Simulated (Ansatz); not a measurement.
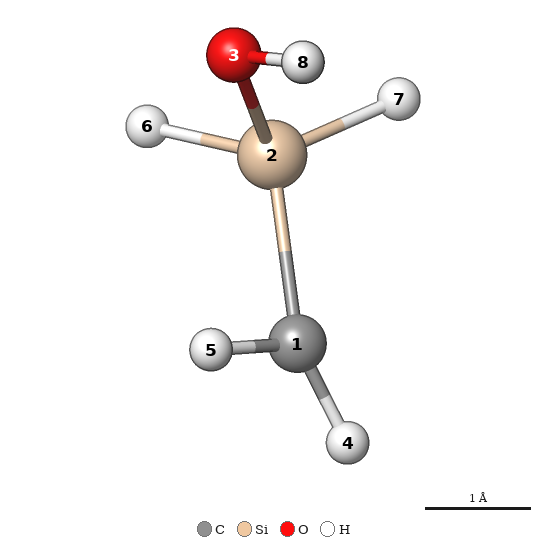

Source: calculation with Ansatz.

State: neutral, doublet. Geometry: moved along internal coordinates away from the minimum.

List the bonds and their lengths.

| bond | length (Å) | order |
| --- | --- | --- |
| C1–Si2 | 1.840 | single |
| C1–H4 | 1.086 | single |
| C1–H5 | 1.087 | single |
| Si2–O3 | 1.980 | single |
| Si2–H6 | 1.485 | single |
| Si2–H7 | 1.490 | single |
| O3–H8 | 0.958 | single |
